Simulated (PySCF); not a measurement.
Mg(Me)(OMe), SMILES C[O][Mg][CH3] (C2H6MgO) at its B3LYP/def2-SVP optimised geometry (Å):

```
10

Mg     0.5521     0.0169     0.0000
C      2.6401     0.0169     0.0000
H      3.0479    -1.0086     0.0045
H      3.0457     0.5334     0.8870
H      3.0478     0.5270    -0.8897
O     -1.2304     0.0146     0.0003
C     -2.6102     0.0225     0.0287
H     -3.0302     1.0086    -0.2607
H     -3.0479    -0.7250    -0.6656
H     -3.0107    -0.2091     1.0379
```

Method: PySCF with B3LYP/def2-TZVP. Cells within 0.4 Å of a nucleus heavier than hydrogen are left out (blank, or x).

Map of the electron localisation function on the plane z = 0.0 Å:

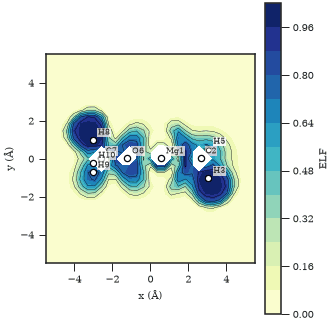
*Electron localisation function on the plane z = 0.0 Å.*
